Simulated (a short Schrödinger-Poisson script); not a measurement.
System: MOS inversion layer, SiO2 on p-type Si(100), at 300 K.

```tsv
layer	material	thickness (nm)	Na (cm⁻³)
1	SiO2	3.7	-
2	Si	1600	6.9e16
```

Constants are typed, rounded textbook-type inputs, not results; the design itself was drawn at random and stands for no fabricated device. SiO2: permittivity 3.9, conduction-band edge (eV) 3.15, gap (eV) 9, electron mass (mₑ) 0.5. Si: permittivity 11.7, conduction-band edge (eV) 0, gap (eV) 1.124, Nv at 300 K (cm⁻³) 3.1e19.

Channel valleys (confinement mass, in-plane density-of-states mass, number): Δ2 0.916, 0.19, 2; Δ4 0.19, 0.417, 4. At the gate the conduction-band edge of layer 1 lies 3.59 eV − eVg above the Fermi level of the channel; the field vanishes at the back. Gaps are held at their typed values at every temperature. Mesh 0.03 nm at interfaces.

From a short Schrödinger-Poisson script (our own, NumPy): 1D Poisson equation in equilibrium, electrons quantum, Hartree (BenDaniel-Duke, 12 states a valley, the channel's in-plane mass for all, wave functions free to enter the dielectric), parabolic valleys, classical holes, full ionisation, no traps, pinning or gate leakage.

Only gate voltages with over 1e8 electrons/cm² are shown.

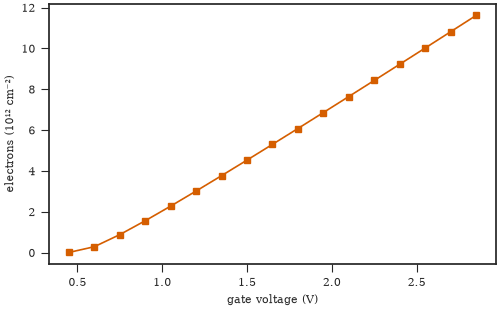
Fig. 1. Sheet density against gate voltage

| Vg (V) | electrons (cm⁻²) | C (μF/cm²) | Δ2 E0 (meV) | Δ2 E1 (meV) | Δ4 E0 (meV) | Δ4 E1 (meV) |
|---|---|---|---|---|---|---|
| 0.45 | 1.21e10 | 0.133 | 181.2 | 214.3 | 207.7 | 262.8 |
| 0.6 | 2.95e11 | 0.555 | 95.8 | 132.9 | 125.4 | 184.5 |
| 0.75 | 8.86e11 | 0.701 | 63.7 | 106.4 | 97.6 | 161.0 |
| 0.9 | 1.57e12 | 0.753 | 45.6 | 93.8 | 83.6 | 150.6 |
| 1.05 | 2.28e12 | 0.780 | 32.8 | 86.0 | 74.6 | 144.7 |
| 1.2 | 3.02e12 | 0.798 | 22.8 | 80.5 | 67.9 | 140.9 |
| 1.35 | 3.77e12 | 0.810 | 14.4 | 76.4 | 62.7 | 138.1 |
| 1.5 | 4.53e12 | 0.819 | 7.2 | 73.2 | 58.4 | 136.0 |
| 1.65 | 5.30e12 | 0.826 | 0.7 | 70.6 | 54.7 | 134.4 |
| 1.8 | 6.08e12 | 0.832 | -5.1 | 68.4 | 51.4 | 133.1 |
| 1.95 | 6.86e12 | 0.836 | -10.5 | 66.5 | 48.5 | 132.0 |
| 2.1 | 7.65e12 | 0.840 | -15.5 | 64.9 | 45.8 | 131.1 |
| 2.25 | 8.43e12 | 0.844 | -20.3 | 63.4 | 43.3 | 130.3 |
| 2.4 | 9.23e12 | 0.847 | -24.8 | 62.1 | 41.0 | 129.7 |
| 2.55 | 1.00e13 | 0.849 | -29.1 | 60.9 | 38.8 | 129.1 |
| 2.7 | 1.08e13 | 0.852 | -33.2 | 59.9 | 36.7 | 128.6 |
| 2.85 | 1.16e13 | 0.854 | -37.2 | 58.9 | 34.7 | 128.1 |

Subbands count from the Fermi level.
